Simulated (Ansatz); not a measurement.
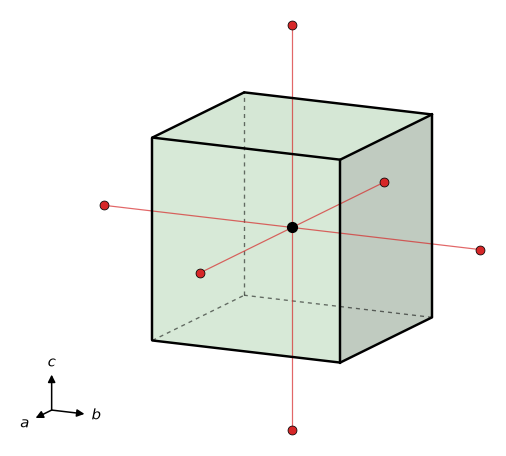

The Wigner–Seitz cell of the crystal's lattice, with lines to the lattice points that define its faces. Crystal: BRh3, the input geometry of an electronic-structure calculation (not necessarily at equilibrium); the starting structure was generated, so it need not be a known form of this composition. Geometry calculated from the standardised cell; symmetry tolerance 0.002 Å.

a = 3.686 Å, b = 3.686 Å, c = 3.686 Å, α = 90.00°, β = 90.00°, γ = 90.00°; lattice centring P.

Question: Describe the polyhedron.

Answer: A parallelepiped: 6 faces (6 with 4 edges), 12 edges, 8 vertices. Its volume is that of the primitive cell, 50.1 Å³.

Question: Which lattice vectors do the faces bisect?

Answer:
```csv
example,length (Å),faces,edges of each,area (Å²)
a,3.69,6,4,13.6
```
